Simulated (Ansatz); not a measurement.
# Cl4H2OSi: the cost of one run

Method: PBE0-D4/def2-SVP; program: Ansatz 0.2.0, Gaussian basis.

1 further run of the same task is left out (it didn't finish).

### 1 Starting geometry

The start, a first-order saddle point found at PBE0-D4 in triple zeta: 8 atoms, charge 0, spin multiplicity 1.

Atoms are counted from 1 here; the program's logs count them from 0.

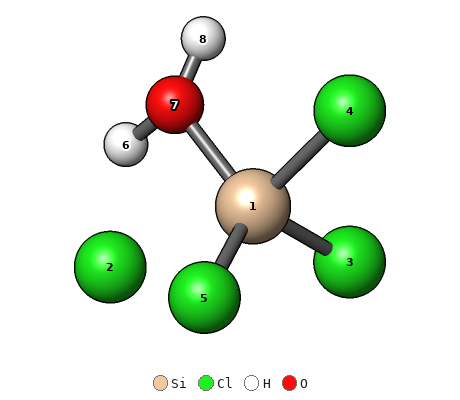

Start geometry, drawn with silicon light orange, chlorine green, hydrogen white, oxygen red; atoms are numbered from 1 in the order of the file.

Geometry (Å):

```
Si   -0.17084    0.53978   -0.28758
Cl    1.42298   -1.20524   -1.19725
Cl   -1.44164    0.06024   -1.79108
Cl   -1.48615    1.54113    0.99100
Cl    1.22739    1.95970   -0.61197
H     0.76124   -1.34913    0.33808
O     0.18207   -0.65502    0.95518
H    -0.49504   -0.89147    1.60360
```

### 2 Dynamics

Contents of md/in.yaml:

```yaml
crystal:
  periodic: [false, false, false]
  atoms:
    - {symbol: Si, position_ang: [-0.170844, 0.539784, -0.287575]}
    - {symbol: Cl, position_ang: [1.422975, -1.205239, -1.197246]}
    - {symbol: Cl, position_ang: [-1.441643, 0.060236, -1.791081]}
    - {symbol: Cl, position_ang: [-1.486149, 1.541134, 0.991004]}
    - {symbol: Cl, position_ang: [1.227390, 1.959701, -0.611966]}
    - {symbol: H, position_ang: [0.761239, -1.349130, 0.338077]}
    - {symbol: O, position_ang: [0.182066, -0.655016, 0.955183]}
    - {symbol: H, position_ang: [-0.495035, -0.891470, 1.603604]}
basis:
  gaussian: {orbitals: def2-SVP}
hamiltonian: {xc: pbe0, dispersion: d4}
md: {n_steps: 60, timestep: 0.25, temperature: 500, ensemble: nve, seed: 328, initial_velocities: maxwell_boltzmann}
```

Command:

```console
$ ansatz run in.yaml --threads 8 --pin off --events-out ev --progress --plain --max-ram 19148MiB
```

**Question.** How long does this run take on 8 threads of INTEL XEON PLATINUM 8581C at 2.10GHz, shared host?

About 42 s.
